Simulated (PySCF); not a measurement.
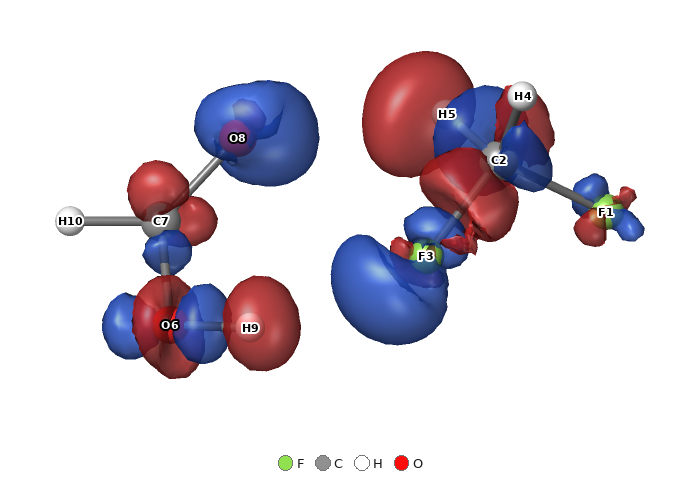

Figure. C2H4F2O2, SMILES `FCF.OC=O`. Density of the complex less the densities of the two fragments at the same geometry, ±0.008 e/Å³ (blue: gain, red: loss). Fragment A: H2CF2 (atoms 1–5); fragment B: H2CO2.

Level of theory: HF/def2-SVPD (PySCF), at a geometry from GFN2-xTB.

Input

```python
import numpy as np
from pyscf import gto, scf, dft
from pyscf.scf import atom_ks, atom_hf
from scipy.linalg import block_diag
from pyscf.dispersion import dftd3

def solve(mol, dm0=None, hcore=None):
    mf = scf.UHF(mol) if mol.spin else scf.RHF(mol)
    mf = mf.density_fit(auxbasis='def2-universal-jkfit')
    mf.conv_tol, mf.max_cycle = 1e-8, 80
    if hcore is not None:
        mf.get_hcore = lambda *args: hcore
    mf.kernel(dm0)
    if not mf.converged:
        mf = mf.newton().run(mf.mo_coeff, mf.mo_occ, max_cycle=30)
    assert mf.converged, 'SCF not converged'
    return mf

mol = gto.M(atom='''
F     -2.55711     0.19655     0.60943
C     -1.64830     0.27770    -0.37578
F     -0.92756    -0.87080    -0.35964
H     -2.16832     0.34506    -1.33952
H     -0.96181     1.11178    -0.18151
O      2.02869    -0.95533     0.21150
C      2.19093     0.34334     0.10177
O      1.33258     1.14225    -0.13912
H      1.09881    -1.21640     0.07313
H      3.24745     0.60615     0.26483
''', basis='def2-svpd', charge=0, spin=0, verbose=4)
mol_a = gto.M(atom='''
F     -2.55711     0.19655     0.60943
C     -1.64830     0.27770    -0.37578
F     -0.92756    -0.87080    -0.35964
H     -2.16832     0.34506    -1.33952
H     -0.96181     1.11178    -0.18151
ghost-O      2.02869    -0.95533     0.21150
ghost-C      2.19093     0.34334     0.10177
ghost-O      1.33258     1.14225    -0.13912
ghost-H      1.09881    -1.21640     0.07313
ghost-H      3.24745     0.60615     0.26483
''', basis='def2-svpd', charge=0, spin=0, verbose=4)
mol_b = gto.M(atom='''
ghost-F     -2.55711     0.19655     0.60943
ghost-C     -1.64830     0.27770    -0.37578
ghost-F     -0.92756    -0.87080    -0.35964
ghost-H     -2.16832     0.34506    -1.33952
ghost-H     -0.96181     1.11178    -0.18151
O      2.02869    -0.95533     0.21150
C      2.19093     0.34334     0.10177
O      1.33258     1.14225    -0.13912
H      1.09881    -1.21640     0.07313
H      3.24745     0.60615     0.26483
''', basis='def2-svpd', charge=0, spin=0, verbose=4)
ab, a, b = solve(mol), solve(mol_a), solve(mol_b)
e_int = ab.e_tot - a.e_tot - b.e_tot
print('counterpoise-corrected interaction energy / kcal/mol', e_int * 627.5095)
def disp(atoms, charge):
    m = gto.M(atom=atoms, charge=charge, basis='sto-3g', spin=None, unit='Bohr', verbose=0)
    return dftd3.DFTD3Dispersion(m, xc='hf', version='d3bj').get_dispersion()['energy']
e_disp = disp(mol._atom, mol.charge) - disp(mol._atom[:5], mol_a.charge) - disp(mol._atom[5:], mol_b.charge)
print('D3(BJ) part / kcal/mol', e_disp * 627.5095)
# spherically averaged free atoms, for the promolecule
atm = scf.atom_hf.get_atm_nrhf(mol)
pro = block_diag(*[(atm[a[0]][2] * atm[a[0]][3]) @ atm[a[0]][2].T for a in mol._atom])
np.savez('result.npz', e_int=e_int, e_disp=e_disp, dm_a=a.make_rdm1(), dm_b=b.make_rdm1(), c=ab.mo_coeff, occ=ab.mo_occ, eps=ab.mo_energy, pro=pro, d=[f.dip_moment(verbose=0) for f in (ab, a, b)])
```

Command:

```sh
OMP_NUM_THREADS=1 python input.py
```

The run took 7.1 s on 1 thread of Intel(R) Xeon(R) Platinum 8259CL CPU @ 2.50GHz (Skylake/Cascade Lake) (shared host), peak memory 0.33 GiB.

Partitions, critical points and surface values were worked out afterwards from this run's density.

Q: How is the density rearranged on binding?

A: Hirshfeld charges show almost no net transfer (under 0.005 e). By Hirshfeld charges, electrons gather most on O8 (−0.018 e) and leave H5 most (+0.021 e); 0.11 e is displaced in all, which induces a dipole of 0.09 D.

Q: What is the interaction energy, and which contacts carry it?

A: The counterpoise-corrected interaction energy of the frozen fragments is −3.8 kcal/mol without dispersion correction and −6.5 kcal/mol with D3(BJ). The pair geometry is semi-empirical, not a minimum at this level. Contacts: H5···O8, weak C–H hydrogen bond, 2.29 Å, ρ = 0.013 a.u.; F3···H9, hydrogen bond, 2.10 Å, ρ = 0.013 a.u. The pose is a local one from a semi-empirical search, not shown to be the most stable.
